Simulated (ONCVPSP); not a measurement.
**Run report: Pb, pseudopotential generation**

Lead (Pb, Z = 82), core [Xe] 4f14, reference valence 5d10 6s2 6p2, valence charge 14. Computed at this level: ONCV potential, PBEsol, scalar-relativistic, made with ONCVPSP 4.0.1.

### Results in brief

- outcome: generated, with a ghost state
- cutoffs needed: 25 Ha and 59 Ha (the cutoffs at which the residual kinetic energy of the hardest occupied pseudo-wave falls to 1 and 0.1 mHa per electron)
- ghost test: GHOST(-) flagged for s at -77.7 eV; GHOST(+) flagged for s at 144.3 eV, p at 5.9 eV
- configuration tests: 2 of 4 tests not solved
- rms error of d²Exc/dni dnj: 3.71 mHa without and 2.58 mHa with the model core
- largest excitation error among the tests solved: -7.7 meV (all-electron minus pseudo) for 5d10 6s0 6p4
- range over which the phases arctan(r R′/R) at the test radius agree within 0.05 rad (a looser test near the poles than one of phase shifts): s: up to about 4.7 Ha; p: up to about 0.2 Ha; d: over the whole range computed; f: not judged, local potential alone
- hardware: 1 CPU thread, shared host
- wall time: 3.4 s

### Remarks

The potential has a bound ghost state, so it can't be used as it stands. Warnings of the program, in the generation or the tests: psatom: WARNING lschvkbb convergence error n,l,iter= 2 1 23; psatom: WARNING lschvkbb convergence error n,l,iter= 2 1 37.

### Input file
```
# ATOM AND REFERENCE CONFIGURATION
# atsym  z   nc   nv     iexc    psfile
  Pb 82.00   12    3  -116133      upf
#
#   n    l    f
    1    0    2.00
    2    0    2.00
    2    1    6.00
    3    0    2.00
    3    1    6.00
    3    2   10.00
    4    0    2.00
    4    1    6.00
    4    2   10.00
    4    3   14.00
    5    0    2.00
    5    1    6.00
    5    2   10.00
    6    0    2.00
    6    1    2.00
#
# PSEUDOPOTENTIAL AND OPTIMIZATION
# lmax
    2
#
#   l,   rc,      ep,       ncon, nbas, qcut
    0    1.70    0.00    4    8    3.30
    1    2.25    0.00    4    8    3.10
    2    1.70    0.00    4    9    8.20
#
# LOCAL POTENTIAL
# lloc, lpopt,  rc(5),   dvloc0
    4    5    1.20    2.00
#
# VANDERBILT-KLEINMAN-BYLANDER PROJECTORs
# l, nproj, debl
    0    2    2.10
    1    2    2.80
    2    2    2.30
#
# MODEL CORE CHARGE
# icmod, fcfact, rcfact
    3    1.50    1.25
#
# LOG DERIVATIVE ANALYSIS
# epsh1, epsh2, depsh
   -2.00    5.00    0.02
#
# OUTPUT GRID
# rlmax, drl
    6.00    0.01
#
# TEST CONFIGURATIONS
# ncnf
    4
# nvcnf
#   n    l    f
    3
    5    2   10.00
    6    0    2.00
    6    1    1.00
#
    3
    5    2   10.00
    6    0    2.00
    6    1    0.00
#
    3
    5    2   10.00
    6    0    1.00
    6    1    0.00
#
    3
    5    2   10.00
    6    0    0.00
    6    1    4.00
#
```

Command:
```bash
oncvpsp.x < Pb.dat > Pb.out
```

### The program's output (extracts)
```
ONCVPSP  (Optimized Norm-Conservinng Vanderbilt PSeudopotential)
scalar-relativistic version 4.0.1

#   n    l    f        energy (Ha)
    1    0    2.00    -3.2379205E+03
    2    0    2.00    -5.7914536E+02
    2    1    6.00    -4.9673924E+02
    3    0    2.00    -1.3901794E+02
    3    1    6.00    -1.1539643E+02
    3    2   10.00    -9.1318287E+01
    4    0    2.00    -3.1460537E+01
    4    1    6.00    -2.3720614E+01
    4    2   10.00    -1.4769915E+01
    4    3   14.00    -4.8853617E+00
    5    0    2.00    -5.2988758E+00
    5    1    6.00    -3.1535426E+00
    5    2   10.00    -7.7766547E-01
    6    0    2.00    -4.4450995E-01
    6    1    2.00    -1.2923283E-01

Reference configufation results
  iterations    23
  all-electron total energy (Ha)   -2.08763193D+04

Begin loop to  construct optimized pseudo wave functions
and semi-local pseudopoentials for all angular momenta

   Wellstate for l =  0  n =  8
     eigenvalue =   1.6555
     asymptotic potential =   2.1555
     half-point radius =  4.4034

Calculating optimized projector #   1

 for l=   0

    Fraction of norm inside rc  0.216324
    Optimizing pswf for qcut=   3.30 a_B^-1,  ecut=   5.45 Ha
    Residual kinetic energy error=  3.28D-03 Ha

    Energy error per electron        Cutoff
         Ha          eV             Ha
         0.01000     0.27211        4.32
         0.00100     0.02721       19.37
         0.00010     0.00272       58.73
         0.00001     0.00027       81.41

Calculating optimized projector #   2

 for l=   0

    Fraction of norm inside rc  0.088255
    Optimizing pswf for qcut=   3.30 a_B^-1,  ecut=   5.45 Ha
    Residual kinetic energy error=  2.53D-02 Ha

    Energy error per electron        Cutoff
         Ha          eV             Ha
         0.01000     0.27211       13.08
         0.00100     0.02721       70.83
         0.00010     0.00272       83.90
         0.00001     0.00027      108.47

   Wellstate for l =  1  n =  8
     eigenvalue =   2.6708
     asymptotic potential =   3.1708
     half-point radius =  3.9366

Calculating optimized projector #   1

 for l=   1

    Fraction of norm inside rc  0.196518
    Optimizing pswf for qcut=   3.11 a_B^-1,  ecut=   4.82 Ha
    Residual kinetic energy error=  9.67D-04 Ha

    Energy error per electron        Cutoff
         Ha          eV             Ha
         0.01000     0.27211        1.42
         0.00100     0.02721        4.86
         0.00010     0.00272       15.51
         0.00001     0.00027       34.02

Calculating optimized projector #   2

 for l=   1

    Fraction of norm inside rc  0.137813
    Optimizing pswf for qcut=   3.11 a_B^-1,  ecut=   4.82 Ha
    Residual kinetic energy error=  8.16D-02 Ha

    Energy error per electron        Cutoff
         Ha          eV             Ha
         0.01000     0.27211        7.93
         0.00100     0.02721       22.17
         0.00010     0.00272       50.65
         0.00001     0.00027       62.07

   Wellstate for l =  2  n =  7
     eigenvalue =   1.5223
     asymptotic potential =   2.0223
     half-point radius =  4.2586

Calculating optimized projector #   1

 for l=   2

    Fraction of norm inside rc  0.808504
    Optimizing pswf for qcut=   8.20 a_B^-1,  ecut=  33.65 Ha
    Residual kinetic energy error=  2.84D-06 Ha

    Energy error per electron        Cutoff
         Ha          eV             Ha
         0.01000     0.27211       19.77
         0.00100     0.02721       24.69
         0.00010     0.00272       28.72
         0.00001     0.00027       31.78

Calculating optimized projector #   2

 for l=   2

    Fraction of norm inside rc  0.069615
    Optimizing pswf for qcut=   8.20 a_B^-1,  ecut=  33.65 Ha
    Residual kinetic energy error=  1.55D-06 Ha

    Energy error per electron        Cutoff
         Ha          eV             Ha
         0.01000     0.27211       17.52
         0.00100     0.02721       23.01
         0.00010     0.00272       27.58
         0.00001     0.00027       31.08

Construct Vanderbilt / Kleinmman-Bylander projectors

B matrix Hermiticity error, ll=   0
   1   2   -1.5995E-04

  Orthonormal projector coefficients  1.9307E+01  3.5051E+00

B matrix Hermiticity error, ll=   1
   1   2   -1.6497E-04

  Orthonormal projector coefficients  7.4468E+00  8.1449E-01

B matrix Hermiticity error, ll=   2
   1   2   -3.0971E-04

  Orthonormal projector coefficients  3.7422E+00  3.8957E-01

Model core correction analysis
  based on d2Exc/dn_idn_j

d2excae - all-electron derivatives

   -1.902565D-02   -8.784501D-03   -3.403628D-03
   -8.783989D-03   -2.272548D-02   -1.698315D-02
   -3.403317D-03   -1.698113D-02   -2.324345D-02

d2excps - pseudofunction derivatives with no core correction

   -2.974747D-02   -1.075427D-02   -3.974614D-03
   -1.075379D-02   -2.327574D-02   -1.725467D-02
   -3.974332D-03   -1.725272D-02   -2.329986D-02

rms 2nd derivative error    3.709195E-03

rmatch, rhocmatch    1.0663    8.8265

Teter function model core charge with specified parameters

d2excps - pseudofunction derivatives with core correction

   -2.628439D-02   -1.051844D-02   -3.924756D-03
   -1.051793D-02   -2.329603D-02   -1.726644D-02
   -3.924470D-03   -1.726448D-02   -2.330504D-02

rms 2nd derivative error    2.576291E-03

Pseudoatom total energy  -60.166897

Diagnostic tests using Vanderbilt-Kleinman-Bylander pseudopotentials
  1 or more projectors used as specified by nproj input data

   l    rcore       rmatch      e in        delta e   norm test  slope test

   0   1.7002929   1.7519175  -0.4445099   0.0000006   1.0000634   1.0000469
   0   1.7002929   1.7519175   1.6554901   0.0000173   1.0003061   1.0003061

   1   2.2523135   2.3206986  -0.1292328   0.0000004   0.9999820   0.9999798
   1   2.2523135   2.3206986   2.6707672   0.0000111   1.0002436   1.0002436

   2   1.7002929   1.7519175  -0.7776655   0.0000033   1.0001465   1.0001688
   2   1.7002929   1.7519175   1.5223345   0.0000585   1.0003786   1.0003786

 Testing for bound ghosts
   n   l    E NL Schr. Eq   E Basis Diag.   E Cutoff

       0                       -2.856261     89.80  WARNING - GHOST(-)
   1   0       -0.444509       -0.435217     89.80

   2   1       -0.129232       -0.118041     59.18

   3   2       -0.777662       -0.777512    153.59

 Testing for highly-localized positive-energy ghosts
       l    <radius>/rc     E Basis Diag.   E Cutoff

       0        0.987147        5.302990     89.80  WARNING - GHOST(+)

       1        0.322144        0.215093     59.18  WARNING - GHOST(+)

Test configuration 0

   n   l     f        eae           eps        diff
   1   0  2.0000-3237.92051856
   2   0  2.0000 -579.14536252
   2   1  6.0000 -496.73924034
   3   0  2.0000 -139.01794427
   3   1  6.0000 -115.39643290
   3   2 10.0000  -91.31828667
   4   0  2.0000  -31.46053746
   4   1  6.0000  -23.72061399
   4   2 10.0000  -14.76991529
   4   3 14.0000   -4.88536166
   5   0  2.0000   -5.29887580
   5   1  6.0000   -3.15354261
   5   2 10.0000   -0.77766547   -0.77766215    3.32D-06
   6   0  2.0000   -0.44450995   -0.44450938    5.71D-07
   6   1  2.0000   -0.12923283   -0.12923247    3.62D-07

    Total energies and differences
      AE_ref= -2.08763193D+04  AE_tst= -2.08763193D+04  dif=  0.00D+00
      PS_ref= -6.01668973D+01  PS_tst= -6.01668973D+01  dif= -4.26D-14
      PSP excitation error=  4.26D-14

Test configuration 1

   n   l     f        eae           eps        diff
   1   0  2.0000-3238.20599818
   2   0  2.0000 -579.42991502
   2   1  6.0000 -497.02387109
   3   0  2.0000 -139.30230560
   3   1  6.0000 -115.68080325
   3   2 10.0000  -91.60261352
   4   0  2.0000  -31.74481452
   4   1  6.0000  -24.00488215
   4   2 10.0000  -15.05415441
   4   3 14.0000   -5.16957149
   5   0  2.0000   -5.58287113
   5   1  6.0000   -3.43766760
   5   2 10.0000   -1.06069774   -1.05947526    1.22D-03
   6   0  2.0000   -0.70964069   -0.70955120    8.95D-05
   6   1  1.0000   -0.36297214   -0.36301650   -4.44D-05

    Total energies and differences
      AE_ref= -2.08763193D+04  AE_tst= -2.08760768D+04  dif=  2.42D-01
      PS_ref= -6.01668973D+01  PS_tst= -5.99242924D+01  dif=  2.43D-01
      PSP excitation error= -1.16D-04

Test configuration 2

psatom: WARNING lschvkbb convergence error n,l,iter=   2   1  37
ea(ii),et,emin,emax -4.470387E-01 -4.594467E-01 -4.594467E-01 -4.594467E-01
run_config: WARNING for fully non-local PS atom, stg. 1
 WARNING no output for configuration 3

Test configuration 3

psatom: WARNING lschvkbb convergence error n,l,iter=   2   1  23
ea(ii),et,emin,emax -4.140105E-01 -4.335257E-01 -4.335257E-01 -4.335257E-01
run_config: WARNING for fully non-local PS atom, stg. 1
 WARNING no output for configuration 4

Test configuration 4

   n   l     f        eae           eps        diff
   1   0  2.0000-3238.05221271
   2   0  2.0000 -579.27453513
   2   1  6.0000 -496.86823871
   3   0  2.0000 -139.14819992
   3   1  6.0000 -115.52666043
   3   2 10.0000  -91.44829431
   4   0  2.0000  -31.59125030
   4   1  6.0000  -23.85125104
   4   2 10.0000  -14.90040485
   4   3 14.0000   -5.01582418
   5   0  2.0000   -5.42902320
   5   1  6.0000   -3.28301467
   5   2 10.0000   -0.89802181   -0.89901267   -9.91D-04
   6   1  4.0000   -0.18009735   -0.17979293    3.04D-04

    Total energies and differences
      AE_ref= -2.08763193D+04  AE_tst= -2.08756613D+04  dif=  6.58D-01
      PS_ref= -6.01668973D+01  PS_tst= -5.95085916D+01  dif=  6.58D-01
      PSP excitation error= -2.84D-04
```

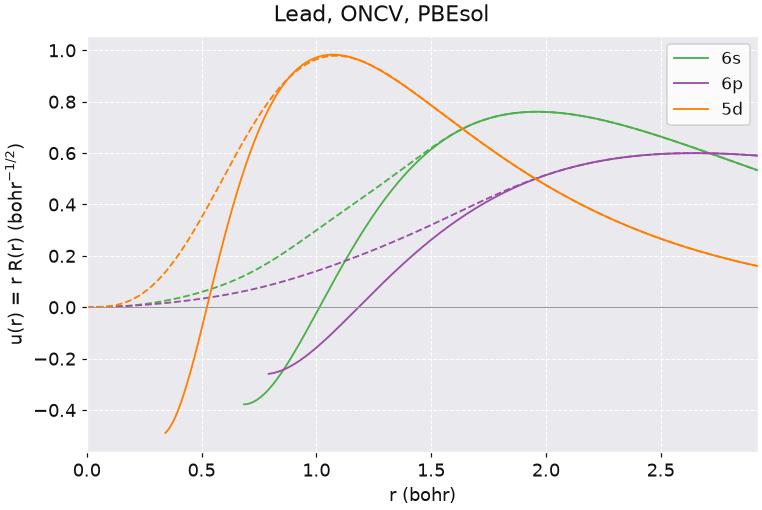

*Pseudo-waves (dashed) against the all-electron radial functions (solid). The innermost oscillations of some all-electron curves aren't drawn. Reference configuration 5d10 6s2 6p2.*

- Matching radii: 6s at 1.70 bohr; 6p at 2.25 bohr; 5d at 1.70 bohr. The curves merge smoothly, so the plot gives these only roughly.
- Nodes of the pseudo-waves: 6s has no node; 6p has no node; 5d has no node.
- Cutoffs needed: 25 Ha (loose) and 59 Ha (tight), as the cutoffs at which the residual kinetic energy of the hardest occupied pseudo-wave falls to 1 and 0.1 mHa per electron. The potential isn't sound: its ghost test gives GHOST(-) flagged for s at -77.7 eV; GHOST(+) flagged for s at 144.3 eV, p at 5.9 eV.

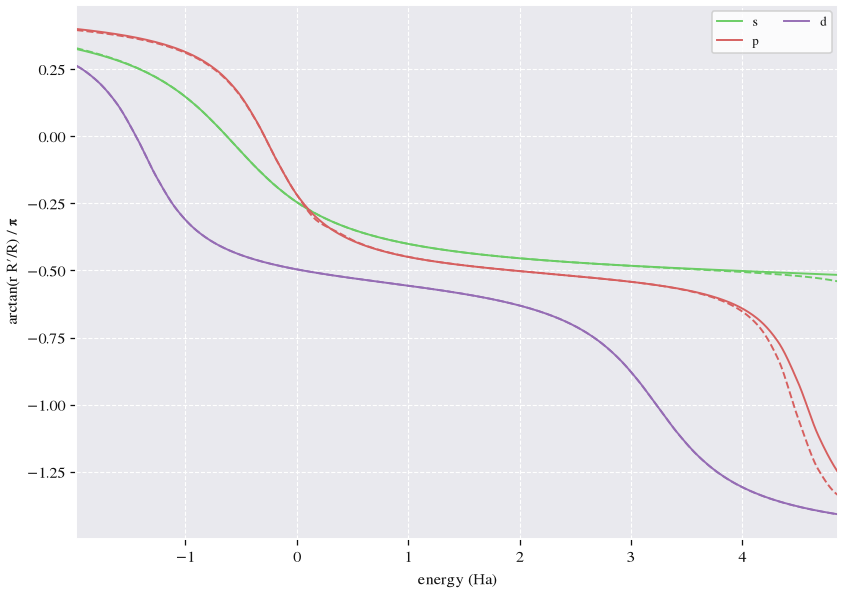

*Unwrapped phase arctan(r R′/R) in units of π against energy, all-electron (solid) and pseudo (dashed); the pseudo phase is matched to the all-electron one at the reference energy. Here R(r) is the radial function. Not drawn: f: not judged.*

- Range over which the phases agree within 0.05 rad: s: up to about 4.7 Ha; p: up to about 0.2 Ha; d: over the whole range drawn.
- Ghost states: the plot shows none: the two phases stay within 0.44 rad of each other in all channels drawn. The separate test gives: GHOST(-) flagged for s at -77.7 eV; GHOST(+) flagged for s at 144.3 eV, p at 5.9 eV. The bound ghosts lie below the range of the plot.
- Poles, where the radial function vanishes at the test radius: s: all-electron at 3.9 Ha, pseudo at 3.8 Ha; p: all-electron at 1.9 Ha, pseudo at 1.9 Ha; d: all-electron at 0.1 Ha, pseudo at 0.1 Ha.

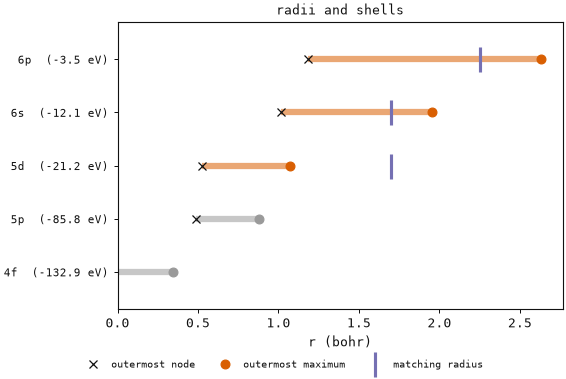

*Outer shells of the all-electron reference atom: each bar runs from the outermost node (or the nucleus) to the outermost maximum of u(r); the tick is the radius chosen for the pseudo-wave. Shells without a tick have no pseudo-wave of their own. Levels, nodes and maxima are from ld1.x, scalar-relativistic.*

- Radii against the shells: 5d: 1.70 bohr, outside the maximum; 6s: 1.70 bohr, between node and maximum; 6p: 2.25 bohr, between node and maximum.

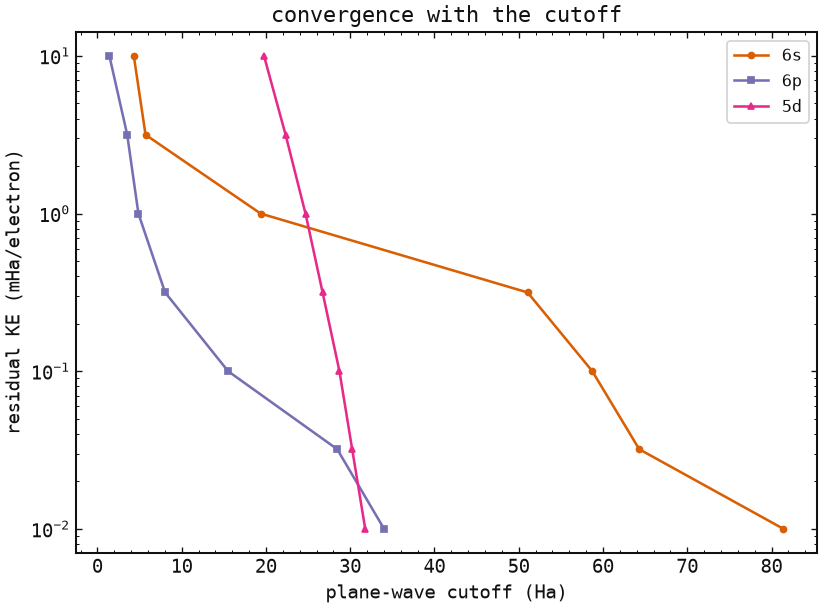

*Residual kinetic energy of the pseudo-waves (the first of each channel, and further valence shells) beyond the plane-wave cutoff, as the generator prints it.*

- Cutoffs for 1 mHa per electron: 5d: 25 Ha; 6s: 19 Ha; 6p: 4.9 Ha.
- Hardest wave at 1 mHa per electron: 5d, with rc = 1.70 bohr and qcut = 8.2 1/bohr. The optimisation minimises, but can't always remove, the kinetic energy above qcut²/2 = 33.6 Ha, and a larger rc would as a rule soften the wave at some cost in transferability.
- Cutoffs for the occupied states: 25 Ha for 1 mHa and 59 Ha for 0.1 mHa per electron. The first is set by 5d.
